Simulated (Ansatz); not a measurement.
## Electronic structure of AlCl₂H₅Si in real space

Input

```
crystal:
  periodic: [false, false, false]
  atoms:
    - { symbol: Al, position_ang: [-0.024798, -0.499084, -0.419387] }
    - { symbol: Cl, position_ang: [0.044964, 0.161392, 2.940975] }
    - { symbol: H, position_ang: [1.305795, 0.270342, -0.831802] }
    - { symbol: Cl, position_ang: [-1.859361, 0.361247, -1.084198] }
    - { symbol: Si, position_ang: [-0.257093, -2.615493, 0.583329] }
    - { symbol: H, position_ang: [-1.023856, -3.618825, -0.241265] }
    - { symbol: H, position_ang: [1.049233, -3.237738, 1.008812] }
    - { symbol: H, position_ang: [-1.050895, -2.448186, 1.871342] }
    - { symbol: H, position_ang: [-0.490588, -1.050056, 2.723195] }
basis:
  gaussian: { orbitals: def2-SVP }
hamiltonian:
  xc: pbe
relax:
  f_tol: 0.03
  max_steps: 50
output:
  orbitals: {}
```

Command:

```sh
ansatz run input.yaml --threads 2 --pin off --max-ram 3072MiB --backend cpu --events-out ev --progress --plain --runs-dir out
```

The fields are those of the run's last geometry, not of the input's.

These are results of RKS PBE/def2-SVP (Ansatz), not measurements.

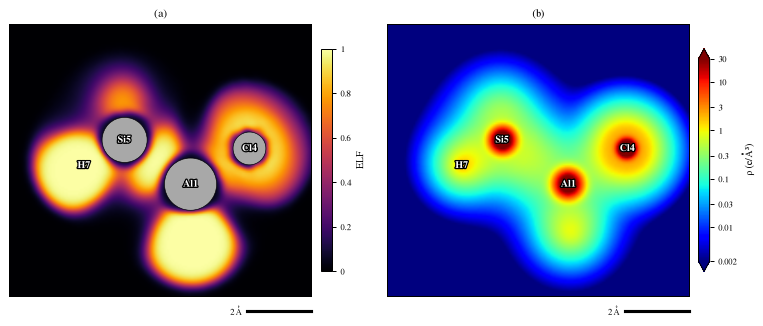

Figure 1. (a) electron localisation function; (b) total electron density on the plane of atoms Cl4, Al1 and Si5. Grey discs cover the atomic cores in the ELF map.

### What do the fields say about this system?

- Atoms in the plane: Al, Cl, Si and H.
- Al–Cl (2.14 Å): ρ is about 0.65 e/Å³ halfway; the ELF peaks at about 0.85 in the valence shell of Cl, 0.9 Å from its nucleus, and is about 0.80 at the midpoint.
- Al–Si (2.46 Å): ρ at the midpoint is about 0.5 e/Å³; the ELF peaks at about 1 between the atoms; localised, covalent bonding.
- Si–H (1.51 Å): ρ is about 0.72 e/Å³ halfway; the ELF climbs to about 1 towards the hydrogen, as it does in any bond to H.
- The ELF also peaks beside Cl4, away from the bonds: lone-pair regions.

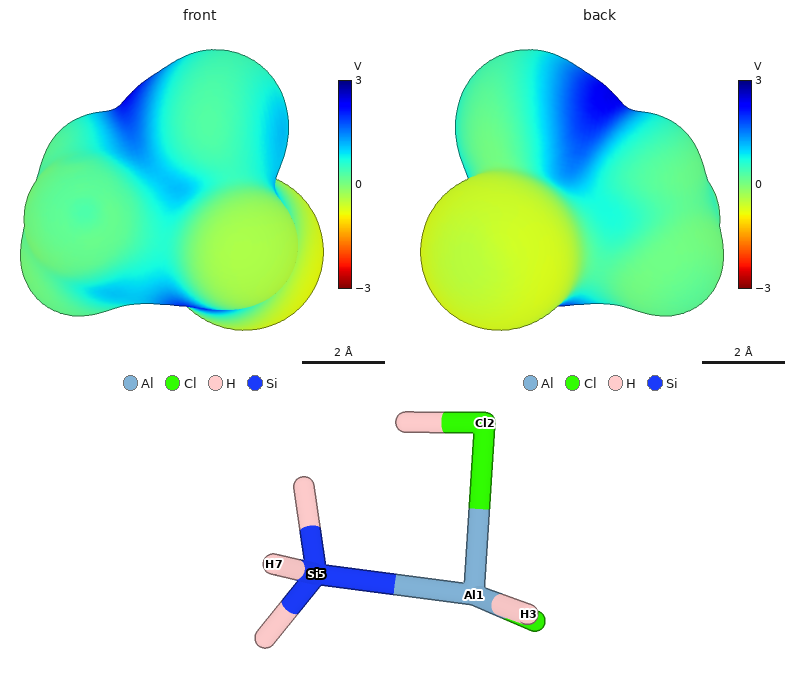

Figure 2. The molecular electrostatic potential painted on the density surface at 0.002 e/bohr³, seen from the front and from behind; the colour scale runs from red (negative) to blue (positive). The bare structure is drawn below in the same view.

### Where is the surface potential most negative and most positive?

The most negative region (about −0.8 V) lies over Cl4, the most positive (about +2.3 V) over H9.

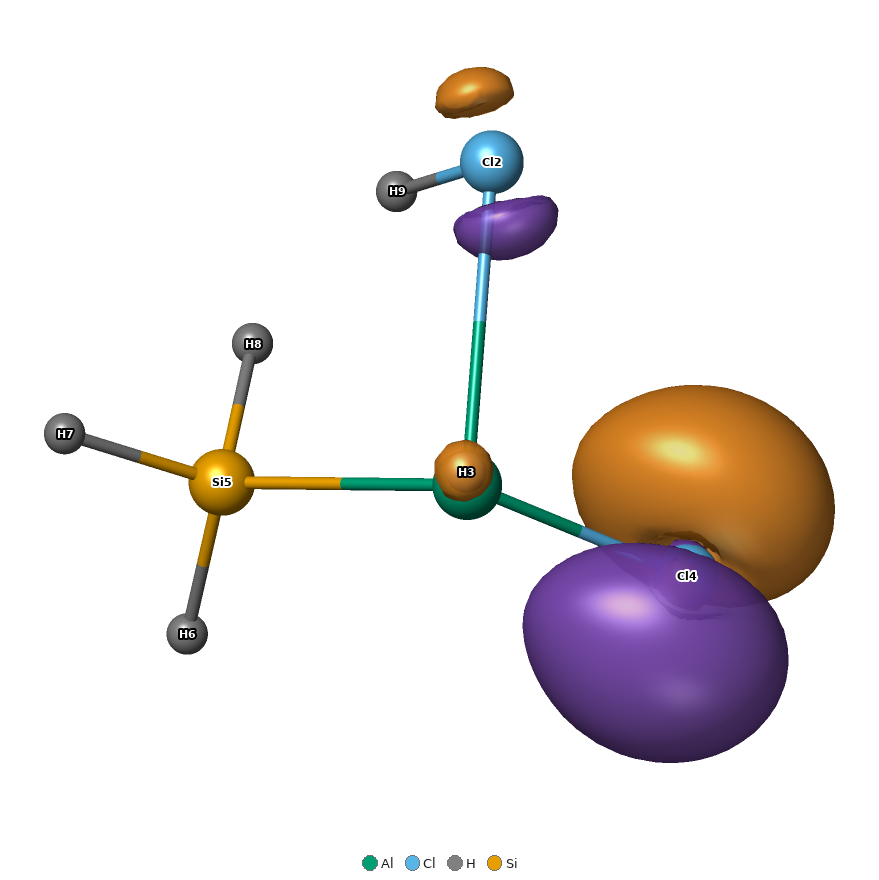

Figure 3. The HOMO−1 at ±0.15 Å⁻³ᐟ² (orange and purple are the two phases), seen at a tilt.

### Describe this orbital and give its energy.

By Hirshfeld shares it lies mainly on Cl4 (about 80 %); largely a lone pair of Cl4. Its energy is −7.41 eV.

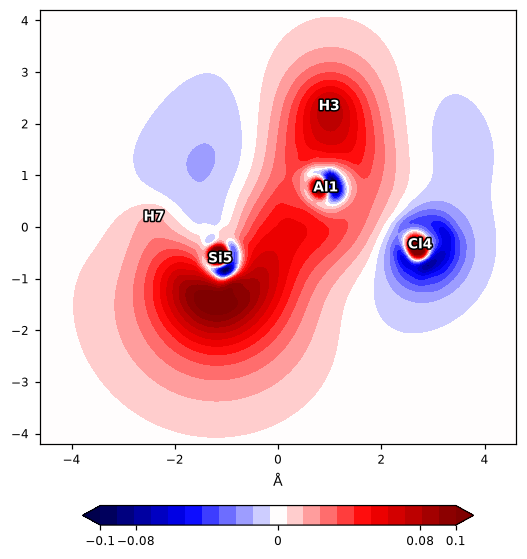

Figure 4. The LUMO on the plane of atoms Al1, Si5 and H7 (values in Å⁻³ᐟ²; the overall sign is arbitrary).

### What is the character of this orbital?

By Hirshfeld shares it lies mainly on Al1 (about 40 %), Si5 (about 20 %), Cl2 (about 15 %), H9 (about 10 %) and H8 (about 5 %). Its energy is −1.71 eV.
